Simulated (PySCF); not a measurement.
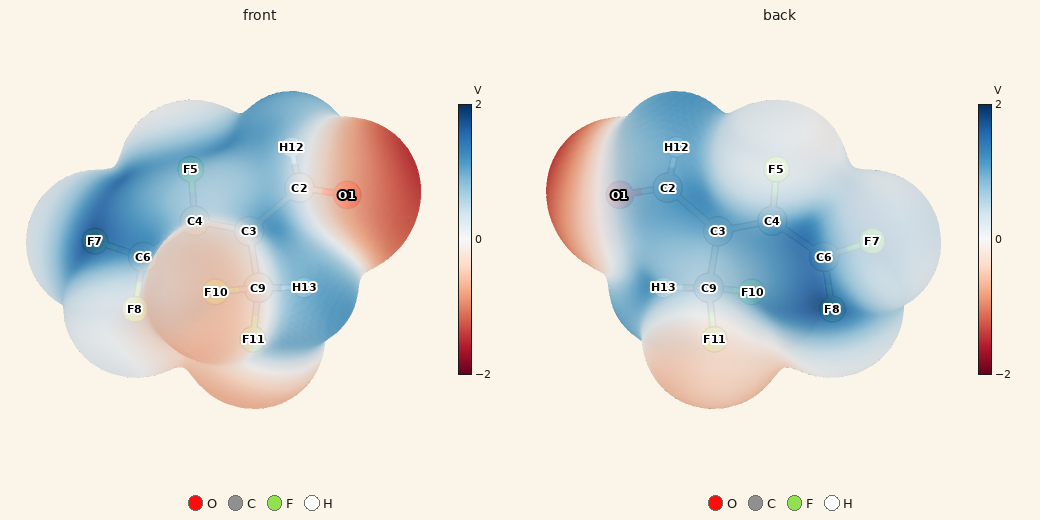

Figure. C₅H₂F₅O (doublet). The molecular electrostatic potential painted on the density surface at 0.002 e/bohr³, seen from the front and from behind; red is negative and blue positive.

Geometry: GFN2-xTB.

These are results of PySCF, UKS B3LYP, pcH-1 on C F H O, non-relativistic, mean-field spin-orbit, GIAO, not measurements.

| atom | x (Å) | y (Å) | z (Å) |
| --- | --- | --- | --- |
| O | -1.9172 | 2.1098 | -0.1645 |
| C | -0.7687 | 1.8054 | 0.0639 |
| C | -0.2732 | 0.4397 | -0.0044 |
| C | 1.0627 | 0.1388 | 0.2653 |
| F | 1.8762 | 1.1560 | 0.5932 |
| C | 1.6921 | -1.0861 | 0.2440 |
| F | 2.9681 | -1.2196 | 0.5212 |
| F | 1.1412 | -2.2331 | -0.0411 |
| C | -1.2643 | -0.6272 | -0.3787 |
| F | -0.8819 | -1.2814 | -1.5037 |
| F | -1.3656 | -1.5676 | 0.5935 |
| H | -0.0137 | 2.5558 | 0.3423 |
| H | -2.2600 | -0.1899 | -0.5487 |

Question: Describe the electrostatic potential map.

Answer: The most negative region (about −1.4 V) lies over O1, the most positive (about +1.7 V) over the π face of C6. O1 is the likeliest acceptor of a hydrogen bond.
